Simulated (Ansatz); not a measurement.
```
Si Sn
1.0
     5.56819    0.00000    0.00000
     0.00000    5.56819    0.00000
     0.00000    0.00000    5.56819
Si Sn
7 1
Cartesian
  1.4584 1.4584 1.4584
  0.0000 2.7841 2.7841
  2.7841 2.7841 0.0000
  2.7841 0.0000 2.7841
  4.1098 1.4584 4.1098
  4.1098 4.1098 1.4584
  1.4584 4.1098 4.1098
  0.0000 0.0000 0.0000
```

Space group P-43m.

All numbers below come from DFT PBEsol, scalar-relativistic, plane waves, PAW in Ansatz 0.2.0.

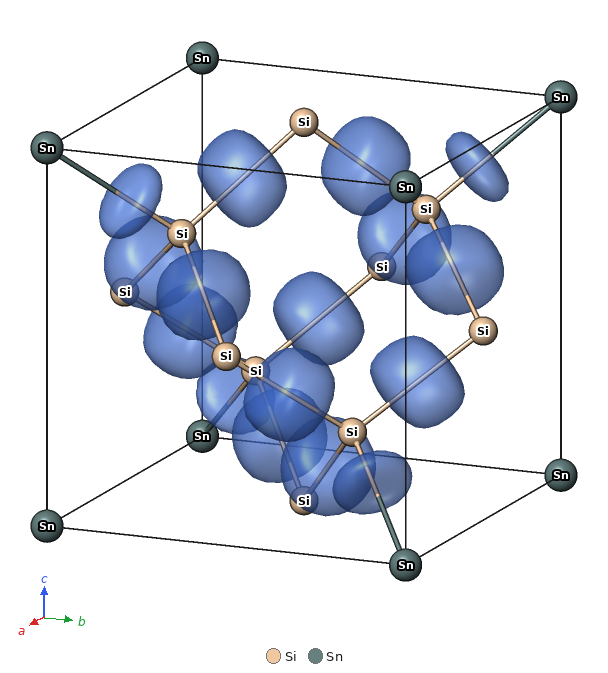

Si7Sn. Isosurface of the ELF at 0.8 (blue), seen slightly off an axis. Only the valence region is drawn (cores and ρ < 0.01 e/Å³ removed). Sticks mark near contacts.

Core electrons are frozen (PAW), and the valence fields are smoothed inside the atomic spheres.

> Where are the electrons localised?

The surface consists of twelve regions between bonded Si–Si atoms (shared pairs) and four lobes of the valence shell of Si pointing towards Sn (polar bonds), counted in one cell of 8 atoms. Regions shared between cells count once. Along the contacts the grid gives the following. Si–Si (2.38 Å): the ELF peaks at about 0.95 between the atoms, as expected for localised, covalent bonding. Si–Sn (2.53 Å): the ELF peaks at about 0.90 in the valence shell of Si, 0.9 Å from its nucleus, and is about 0.75 at the midpoint.
